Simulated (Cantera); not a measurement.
A closed system holds: 1 mol SiO2, 0.061 mol Si, 3.2 mol N2, equilibrated at 580000 Pa.

Cantera equilibrium calculation (NASA polynomials, part measured and part estimated; ideal gas, pure solids and liquids). Candidate condensed phases: Si, SiO2, Si2N2O, Si3N4; 16 gas species. Mutual solubility and eutectic melting of coexisting phases are not modelled. The tables hold silica as quartz up to 1696 K and as liquid above; real silica turns to tridymite and cristobalite and melts near 1996 K. Kinetics and transport are ignored.

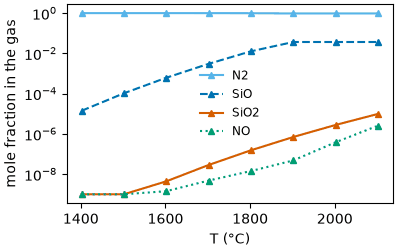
Figure. Equilibrium gas composition (values under 1e-9 drawn at 1e-9)

At 1402 °C the condensed part is SiO2(β-quartz) + Si2N2O(s). From 1502 °C to 1702 °C the condensed part is SiO2(condensed) + Si2N2O(s). At 1802 °C the condensed part is SiO2(l) + Si2N2O(s). From 1902 °C to 2102 °C the condensed part is SiO2(l). The main Si-bearing gas is SiO throughout.
